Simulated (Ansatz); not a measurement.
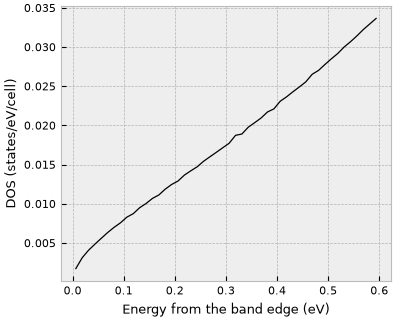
Figure. Density of states of GaN (P6_3mc) above the conduction band minimum, PBE with spin-orbit coupling, rigid bands in Ansatz (a program for electronic structure); cell volume 45.5 Å³.

### Question
What effective density of states at 300 K does this give (∫ g(E) exp(−E/k_BT) dE, both spins, divided by the cell's size)?

### Answer
1.9e18 cm⁻³, a density-of-states mass of 0.179 mₑ, valleys and band degeneracy included.

Geometry: cell and atoms relaxed with PBEsol.
